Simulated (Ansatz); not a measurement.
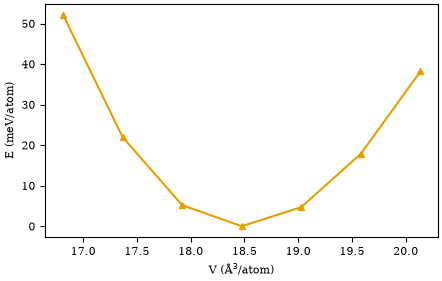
Figure: Si$_{6}$BAs in space group I-42m (No. 121; B on 2a, Si on 8i, Si on 4d, As on 2b) under volume change, PBE in the plane-wave PAW code Ansatz, shape and atoms relaxed at each volume.

Problem. What does a third-order Birch–Murnaghan fit give for V₀, B₀ and B′?

Solution. V₀ = 18.47 Å³/atom, B₀ = 94.9 GPa, B′ = 4.2.

The start of the workflow was typed in or built on a structure type; neither database checked (COD, Materials Project) lists it. Whether it is the stable phase at ambient conditions was not checked. The cell was relaxed with PBE under the symmetry of its start; whether a distortion lowers the energy is not shown.

Potentials: the earlier of the program's two PAW sets.
